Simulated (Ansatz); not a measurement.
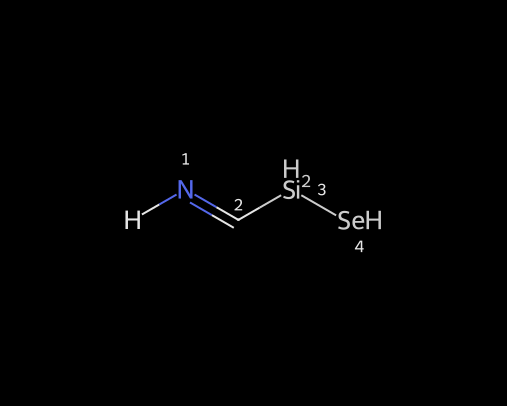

A structural formula, with wedges where it has stereocentres; small numbers name the atoms. The configuration is that of a computed structure (PBE-D4/def2-SVP).

> Assign CIP descriptors.

N1=C2: E.
